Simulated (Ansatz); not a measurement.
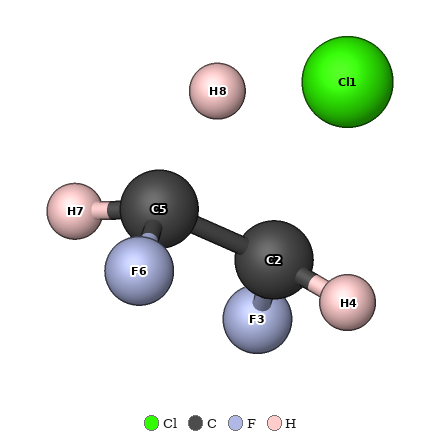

The system is the reacting system C2H3ClF2 (fragments C₂H₃ClF₂ where the first distance is long, ClH + C₂H₂F₂ where the second is long); the picture shows the reference structure. The first coordinate is: distance Cl1–H8 (bond that forms); the second: distance C5–H8 (bond that breaks). Relaxed at each point: all other coordinates. The grid has 13 × 13 points. Points are written as (first, second). Energies are in kJ/mol, from the lowest grid point. Energies and slopes of some neighbouring points disagree (a jump in structure or state, or too coarse a mesh). The reference is spin-restricted, so regions where a bond is pulled apart into radicals lie too high. These are results of RHF/def2-SVP in Ansatz, not measurements.

Its coordinates:

```xyz
8

Cl   -1.1329   -1.6920   -0.0650
C    -0.3464    0.1268   -0.6324
F     0.1909    0.0089   -1.8094
H    -1.2202    0.7656   -0.6354
C     0.5614    0.2241    0.5655
F     0.4890    1.4362    1.1417
H     1.5885   -0.0292    0.3155
H    -0.1303   -0.8405    1.1195
```

Range: distance Cl1–H8 (bond that forms) from 1.197 to 2.397 Å; distance C5–H8 (bond that breaks) from 0.963 to 2.463 Å.

**What will the energy surface look like?**

The lowest grid point is at (2.397 Å, 1.123 Å). It lies at the edge of the scanned range, so the true minimum may lie outside. The energy also falls towards the edge at (2.397 Å, 2.308 Å) (41 kJ/mol above the lowest) and (1.251 Å, 2.463 Å) (68 kJ/mol above the lowest), where a further well may lie outside the range. The highest grid point, (1.197 Å, 0.963 Å), lies 684 kJ/mol above the lowest.

| second ↓, first → | 1.197 | 1.251 | 1.325 | 1.409 | 1.501 | 1.599 | 1.702 | 1.809 | 1.920 | 2.035 | 2.152 | 2.273 | 2.397 |
| --- | --- | --- | --- | --- | --- | --- | --- | --- | --- | --- | --- | --- | --- |
| 2.463 | 78 | 68 | 71 | 97 | 132 | 178 | 229 | 283 | 336 | 386 | 186 | 142 | 105 |
| 2.308 | 84 | 73 | 79 | 99 | 134 | 179 | 229 | 281 | 332 | 368 | 106 | 69 | 41 |
| 2.157 | 92 | 81 | 84 | 104 | 137 | 181 | 230 | 545 | 533 | 527 | 509 | 491 | 475 |
| 2.010 | 102 | 90 | 92 | 110 | 142 | 184 | 506 | 495 | 486 | 466 | 447 | 429 | 414 |
| 1.867 | 117 | 104 | 103 | 120 | 150 | 189 | 458 | 440 | 423 | 401 | 381 | 364 | 349 |
| 1.728 | 138 | 123 | 121 | 134 | 161 | 426 | 405 | 381 | 356 | 333 | 312 | 295 | 280 |
| 1.594 | 169 | 152 | 145 | 154 | 407 | 376 | 346 | 316 | 288 | 263 | 242 | 224 | 209 |
| 1.465 | 213 | 191 | 179 | 412 | 367 | 326 | 288 | 253 | 222 | 195 | 173 | 154 | 140 |
| 1.343 | 272 | 245 | 455 | 391 | 333 | 281 | 236 | 196 | 162 | 133 | 110 | 91 | 77 |
| 1.228 | 350 | 316 | 460 | 381 | 310 | 249 | 196 | 152 | 115 | 85 | 61 | 42 | 27 |
| 1.123 | 449 | 406 | 484 | 390 | 307 | 237 | 178 | 130 | 90 | 58 | 33 | 14 | 0 |
| 1.030 | 570 | 518 | 532 | 425 | 332 | 254 | 190 | 137 | 95 | 62 | 36 | 17 | 3 |
| 0.963 | 684 | 625 | 593 | 477 | 376 | 292 | 224 | 168 | 124 | 90 | 64 | 44 | 30 |

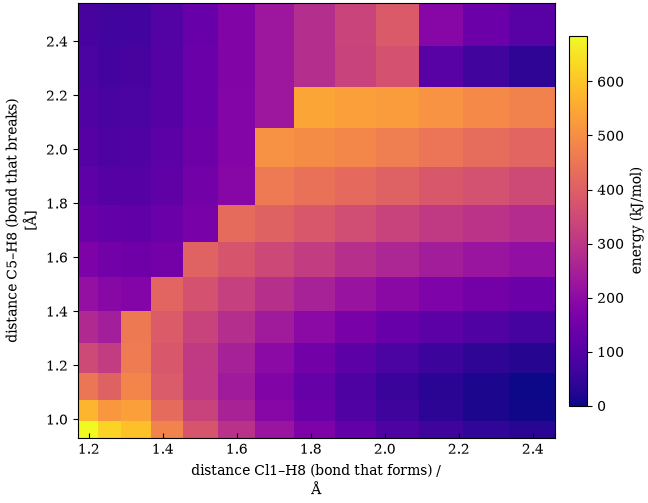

The picture shows one coloured cell a grid point.

Each point was launched as `ansatz run input.yaml --threads 1 --pin off --max-ram 2560MiB --backend cpu --events-out ev --progress --plain --runs-dir out`. The whole map (169 points run) took 23 min on 1 thread of Arm Neoverse V2, on a shared host.
